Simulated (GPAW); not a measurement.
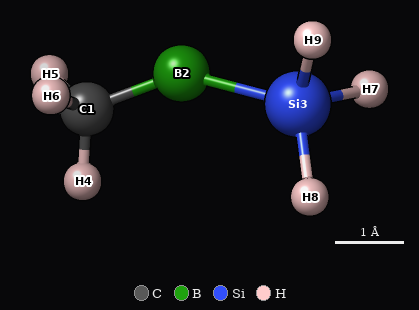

Fig. 1: The structure (ball-and-stick view, seen at a tilt; atoms are numbered from 1 in the order of the input). Bond lengths as drawn: B–C 1.53 Å, B–Si 1.98 Å, C–H 1.09 to 1.10 Å and H–Si 1.49 to 1.50 Å.

**Property calculation of CH$_{6}$BSi**

System: CH$_{6}$BSi, multiplicity 2, SMILES C[B][SiH3].
Method: PBE/real-space grid, UKS, scalar-relativistic datasets (GPAW 26.7.0).

Some settings of this run were made unusual or wrong on purpose. The geometry comes from this level: PBE0-D4/def2-TZVP.

### Output
```
__  _  _
 | _ |_)|_||  |
 |__||  | ||/\| - 26.7.0

units:  Angstrom and eV
cores:  1
OpenMP: False

Versions:
  Python: 3.12.14
  ASE:    3.29.0
  Numpy:  2.5.5
  Scipy:  1.18.1
  Libxc:  7.0.0

        _gpaw.cpython-312-aarch64-linux-gnu.so

Input parameters:
  mode=FD(),
  h=0.2,
  maxiter=77,
  occupations=Occupations(name='fermi-dirac', width=0.1, fixmagmom=True),
  symmetry=Symmetry(point_group=False, time_reversal=False),
  xc=XC(name='PBE')

Diagonalizing LCAO Hamiltonian
Converting LCAO to fd mode
         .------------------------------.
        /|                              |
       / |                              |
      /  |                              |
     /   |                              |
    /    |                              |
   /     |                              |
  /      |                              |
 *       |                              |
 |       |                              |
 |       |            H                 |
 |       |                              |
 |       |       HH  Si                 |
 |       |         CH   H               |
 |       |       H                      |
 |       |                              |
 |       .------------------------------.
 |      /                              /
 |     /                              /
 |    /                              /
 |   /                              /
 |  /                              /
 | /                              /
 |/                              /
 *------------------------------*

Atoms  # Å, Bohr magnetons
|   | symbol |        x |        y |        z |    initial magnetic moments |
|---|--------|----------|----------|----------|-----------------------------|
| 0 |      C | 5.196600 | 7.768800 | 5.188300 | ( 0.0000,  0.0000,  0.3333) |
| 1 |      B | 6.266900 | 7.173500 | 6.106500 | ( 0.0000,  0.0000,  0.3333) |
| 2 |     Si | 6.673800 | 5.634000 | 7.281100 | ( 0.0000,  0.0000,  0.3333) |
| 3 |      H | 4.599100 | 7.030300 | 4.641700 | ( 0.0000,  0.0000,  0.0000) |
| 4 |      H | 5.546500 | 8.542300 | 4.500000 | ( 0.0000,  0.0000,  0.0000) |
| 5 |      H | 4.500000 | 8.265000 | 5.886300 | ( 0.0000,  0.0000,  0.0000) |
| 6 |      H | 7.989500 | 5.075800 | 6.859700 | ( 0.0000,  0.0000,  0.0000) |
| 7 |      H | 5.697800 | 4.500000 | 7.320700 | ( 0.0000,  0.0000,  0.0000) |
| 8 |      H | 6.811000 | 6.157000 | 8.670100 | ( 0.0000,  0.0000,  0.0000) |

Unit cell  # Å
| periodic |         x |         y |         z |   lengths |    angles |
|----------|-----------|-----------|-----------|-----------|-----------|
|       no | 12.489500 |  0.000000 |  0.000000 | 12.489500 | 90.000000 |
|       no |  0.000000 | 13.042300 |  0.000000 | 13.042300 | 90.000000 |
|       no |  0.000000 |  0.000000 | 13.170100 | 13.170100 | 90.000000 |

Number of symmetries: 1
Symmetry operations  # r_c * U_cc + t_c -> r_c
|   | kind |            matrix            |
|---|------|------------------------------|
| 0 |  E   |  1, 0, 0,  0, 1, 0,  0, 0, 1 |

BZ-sampling:
  Number of BZ points: 1
  Number of IBZ points: 1

  Monkhorst-Pack size: [1, 1, 1]
  Monkhorst-Pack shift: [0, 0, 0]

K-points  # in reciprocal-cell coordinates
|   |                                coordinates |     weight |
|---|--------------------------------------------|------------|
| 0 | (  0.00000000,   0.00000000,   0.00000000) | 1.00000000 |

Uniform wave function grid shape: (np.int64(63), np.int64(63), np.int64(63))
Spin-components: 2 (collinear spins)
Bands:           15
Projectors:      33
Spin-degeneracy: 1
Datatype:        float64

  Storage: CPU
  Wave functions: 60_011_280 bytes (60_011_280 per core)

Parallelization:
  kpt:    1
  domain: 1
  band:   1

Density:
  Valence electrons: 17.0
  Components: 2
  Grid points: [64 64 64]
  Charge: 0.0  # |e|

Potential:
  Grid points: [64 64 64]

species:
  C:
    name:    Carbon
    Z:       6.0
    valence: 4
    core:    2
    charge:  0.0  # [|e|]
    file:    C.PBE.gz
    compensation charges:
      type: gauss
      rc: 0.20  # [Å]
      lmax: 2
    cutoffs:
      filter: 1.14  # [Å]
      core: 1.14  # [Å]
    projectors
    | kind |    occ | energy [eV] | rcut [Å] |
    |------|--------|-------------|----------|
    |   2s |  2.000 |     -13.751 |    0.635 |
    |   2p |  2.000 |      -5.284 |    0.635 |
    |    s |        |      13.461 |    0.635 |
    |    p |        |      21.927 |    0.635 |
    |    d |        |       0.000 |    0.635 |

    Using partial waves for C as LCAO basis

  B:
    name:    Boron
    Z:       5.0
    valence: 3
    core:    2
    charge:  0.0  # [|e|]
    file:    B.PBE.gz
    compensation charges:
      type: gauss
      rc: 0.20  # [Å]
      lmax: 2
    cutoffs:
      filter: 1.14  # [Å]
      core: 1.38  # [Å]
    projectors
    | kind |    occ | energy [eV] | rcut [Å] |
    |------|--------|-------------|----------|
    |   2s |  2.000 |      -9.443 |    0.635 |
    |   2p |  1.000 |      -3.606 |    0.635 |
    |    s |        |      17.768 |    0.635 |
    |    p |        |      23.605 |    0.635 |
    |    d |        |       0.000 |    0.635 |

    Using partial waves for B as LCAO basis

  Si:
    name:    Silicon
    Z:       14.0
    valence: 4
    core:    10
    charge:  0.0  # [|e|]
    file:    Si.PBE.gz
    compensation charges:
      type: gauss
      rc: 0.33  # [Å]
      lmax: 2
    cutoffs:
      filter: 1.86  # [Å]
      core: 2.06  # [Å]
    projectors
    | kind |    occ | energy [eV] | rcut [Å] |
    |------|--------|-------------|----------|
    |   3s |  2.000 |     -10.812 |    1.058 |
    |   3p |  2.000 |      -4.081 |    1.058 |
    |    s |        |      16.399 |    1.058 |
    |    p |        |      23.130 |    1.058 |
    |    d |        |       0.000 |    1.058 |

    Using partial waves for Si as LCAO basis

  H:
    name:    Hydrogen
    Z:       1.0
    valence: 1
    core:    0
    charge:  0.0  # [|e|]
    file:    H.PBE.gz
    compensation charges:
      type: gauss
      rc: 0.15  # [Å]
      lmax: 2
    cutoffs:
      filter: 0.85  # [Å]
      core: 0.53  # [Å]
    projectors
    | kind |    occ | energy [eV] | rcut [Å] |
    |------|--------|-------------|----------|
    |   1s |  1.000 |      -6.494 |    0.476 |
    |    s |        |      20.717 |    0.476 |
    |    p |        |       0.000 |    0.476 |

    Using partial waves for H as LCAO basis

Reference energy: -9658.402906  # eV

eigensolver:
  PPCG
  Converge bands: occupied
  niter=2

density mixing:
  MSR1-Mixer
  Pratt-step length: 0.05
  Maximum mixing coefficient: 0.75
  Old densities: 10
  SVD Regularization: 0.005
  Good broyden scale: 1.0
  Trust region scale: 1.0
  Backstep threshold: 4.0
  History deletion threshold: 6.0
  Fourier metric: weight=20.0, sigma=0.015

occupation numbers:
  Fixed magnetic moment: 1.000
  Fermi-Dirac:
    width: 0.1000  # eV

FastPoissonSolver using
    Stencil: 6*3+1=19 point O(h^6) finite-difference Laplacian
    FFT axes: []
    FST axes: [np.int64(0), np.int64(1), np.int64(2)]

xc functional:
  name: PBE with 2 nearest neighbor stencil
interpolation: tri-quintic # 5. degree polynomial

Initialization done in: 3.561 s

convergence criteria:
- Maximum [total energy] change in last 3 cyles: 0.0005 eV / valence electron
- Maximum integral of absolute [dens]ity change: 0.0001 electrons / valence electron
- Maximum integral of absolute [eigenst]ate change: 4e-08 eV^2 / valence electron
maximum number of iterations: 77

SCF iterations
|iter     |     time |      energy | eigst |  dens |  magmom |
|---------|----------|-------------|-------|-------|---------|
|iter:   1| 00:00:06 |  -42.804712 | +1.18 |       |  +0.9915|
|iter:   2| 00:00:10 |  -42.244542 | +0.08 | -0.43 |  +0.9919|
|iter:   3| 00:00:14 |  -39.210234 | +0.56 | -0.47 |  +0.9976|
|iter:   4| 00:00:18 |  -39.278080 | -0.17 | -1.11 |  +0.9992|
|iter:   5| 00:00:22 |  -39.295660 | -1.12 | -1.47 |  +0.9998|
|iter:   6| 00:00:26 |  -39.297999 | -1.85 | -1.88 |  +1.0000|
|iter:   7| 00:00:30 |  -39.298201c| -2.72 | -2.59 |  +1.0000|
|iter:   8| 00:00:34 |  -39.298388c| -3.24 | -2.76 |  +1.0000|
|iter:   9| 00:00:38 |  -39.298408c| -3.82 | -3.20 |  +1.0000|
|iter:  10| 00:00:43 |  -39.298416c| -4.54 | -3.57 |  +1.0000|
|iter:  11| 00:00:47 |  -39.298418c| -5.07 | -3.95 |  +1.0000|
|iter:  12| 00:00:51 |  -39.298418c| -5.77 | -4.32c|  +1.0000|
|iter:  13| 00:00:55 |  -39.298418c| -6.16 | -4.70c|  +1.0000|
|iter:  14| 00:00:59 |  -39.298417c| -6.93 | -5.01c|  +1.0000|
|iter:  15| 00:01:03 |  -39.298417c| -7.43c| -5.49c|  +1.0000|

Converged in 15 steps
SCF loop duration: 59.333 s (3.956 s/step)
Energy contributions relative to reference atoms: (reference = -9658.402906)

Energy contributions:
  Kinetic:          41.885889
  Coulomb:         -44.854304
  Zero:              0.090798
  External:          0.000000
  Xc:              -36.417679
  Entropy:          -0.006242
  Spinorbit:         0.000000
  ----------------------------
  Free energy:     -39.301538
  Extrapolated:    -39.298417

dipole moment: (-0.250023, 0.123682, -0.186619)  # |e|*Ang

Total magnetic moment: (0.000000, 0.000000, 0.999999)

Local magnetic moments
|        x |        y |         z |
|----------|----------|-----------|
| 0.000000 | 0.000000 | -0.003333 |  # C    0
| 0.000000 | 0.000000 |  0.153352 |  # B    1
| 0.000000 | 0.000000 |  0.021342 |  # Si   2
| 0.000000 | 0.000000 |  0.013166 |  # H    3
| 0.000000 | 0.000000 |  0.011281 |  # H    4
| 0.000000 | 0.000000 | -0.001022 |  # H    5
| 0.000000 | 0.000000 | -0.000335 |  # H    6
| 0.000000 | 0.000000 |  0.017132 |  # H    7
| 0.000000 | 0.000000 | -0.000567 |  # H    8

Fermi levels: -3.557, -4.059
Eigenvalues  # (at kpt = [0.000, 0.000, 0.000])
| band index |      eig [eV] | occ [0-1] |      eig [eV] | occ [0-1] |
|------------|---------------|-----------|---------------|-----------|
|          0 |       -17.830 |     1.000 |       -17.744 |     1.000 |
|          1 |       -13.457 |     1.000 |       -13.301 |     1.000 |
|          2 |       -10.752 |     1.000 |       -10.470 |     1.000 |
|          3 |       -10.331 |     1.000 |       -10.191 |     1.000 |
|          4 |       -10.187 |     1.000 |       -10.029 |     1.000 |
|          5 |        -8.392 |     1.000 |        -8.362 |     1.000 |
|          6 |        -8.370 |     1.000 |        -8.228 |     1.000 |
|          7 |        -7.690 |     1.000 |        -7.487 |     1.000 |
|          8 |        -4.087 |     0.995 |        -2.604 |     0.000 |
|          9 |        -3.026 |     0.005 |        -2.289 |     0.000 |
|         10 |        -0.644 |     0.000 |        -0.543 |     0.000 |
|         11 |         0.148 |     0.000 |         0.235 |     0.000 |
|         12 |         0.254 |     0.000 |         0.350 |     0.000 |
|         13 |         0.332 |     0.000 |         0.433 |     0.000 |
|         14 |         0.573 |     0.000 |         0.762 |     0.000 |

Gap: 1.061 eV
Transition (v -> c):
  (s=0, k=0, n=8, [0.00, 0.00, 0.00]) -> (s=0, k=0, n=9, [0.00, 0.00, 0.00])
No difference between direct/indirect transitions
vacuum-level: 0.000  # V
Energy = -39.29842 eV

Forces  # eV/Ang
|        x |        y |        z |
|----------|----------|----------|
|  0.20793 | -0.07552 |  0.12299 |  # C    0
| -0.00658 | -0.00111 |  0.04008 |  # B    1
| -0.06392 |  0.12049 | -0.11261 |  # Si   2
| -0.13859 | -0.14208 | -0.09752 |  # H    3
|  0.06040 |  0.16781 | -0.15747 |  # H    4
| -0.14068 |  0.09389 |  0.11528 |  # H    5
|  0.16088 | -0.07478 | -0.02690 |  # H    6
| -0.09699 | -0.14761 |  0.02262 |  # H    7
|  0.02585 |  0.06828 |  0.18391 |  # H    8

Force computation time: 0.120  # s
Forces (eV/Ang)
C     0.2079   -0.0755    0.1230
B    -0.0066   -0.0011    0.0401
Si   -0.0639    0.1205   -0.1126
H    -0.1386   -0.1421   -0.0975
H     0.0604    0.1678   -0.1575
H    -0.1407    0.0939    0.1153
H     0.1609   -0.0748   -0.0269
H    -0.0970   -0.1476    0.0226
H     0.0259    0.0683    0.1839
Dipole = 1.612 D
```

The run was set up as follows.

### Input file (calc.py)
```python
import numpy as np
from ase.io import read
from ase.units import Debye
from gpaw import GPAW

# Structure
atoms = read('CH6BSi.xyz')
atoms.center(vacuum=4.5)
atoms.set_initial_magnetic_moments([0.333333, 0.333333, 0.333333, 0.0, 0.0, 0.0, 0.0, 0.0, 0.0])

# Calculator
gpaw_calc = GPAW(mode='fd',
                 h=0.2,
                 maxiter=77,
                 occupations={'name': 'fermi-dirac', 'width': 0.1, 'fixmagmom': True},
                 symmetry='off',
                 xc='PBE',
                 txt='-')
atoms.calc = gpaw_calc

energy = atoms.get_potential_energy()
print(f'Energy = {energy:.5f} eV')
forces = atoms.get_forces()
print('Forces (eV/Ang)')
for symbol, f in zip(atoms.symbols, forces):
    print(f'{symbol:2} {f[0]:9.4f} {f[1]:9.4f} {f[2]:9.4f}')
dipole = atoms.get_dipole_moment() / Debye
print(f'Dipole = {np.linalg.norm(dipole):.3f} D')
```

### File CH6BSi.xyz
```
9

C     -0.713700     1.080700    -1.086300
B      0.356600     0.485400    -0.168100
Si     0.763500    -1.054100     1.006500
H     -1.311200     0.342200    -1.632900
H     -0.363800     1.854200    -1.774600
H     -1.410300     1.576900    -0.388300
H      2.079200    -1.612300     0.585100
H     -0.212500    -2.188100     1.046100
H      0.900700    -0.531100     2.395500
```

Launched with:
```bash
python calc.py
```

### What the run reported

```json
{"quantity": "outcome", "value": "converged"}
{"quantity": "energy relative to the program's reference atoms", "value": "−39.2984 eV"}
{"quantity": "largest force", "value": "0.253 eV/Å"}
{"quantity": "dipole moment", "value": "1.61 D"}
{"quantity": "hardware", "value": "1 thread of Arm Neoverse N1, 16 GiB of memory available, shared host"}
{"quantity": "wall time", "value": "64 s"}
{"quantity": "peak memory", "value": "0.88 GiB"}
```

### Diagnosis

Some settings of this run were drawn to be unusual or wrong (smear set to fermi-dirac (from fermi-dirac); width set to 0.1 (from 2.0)). It converged; results that depend on the unusual settings are not reference values.
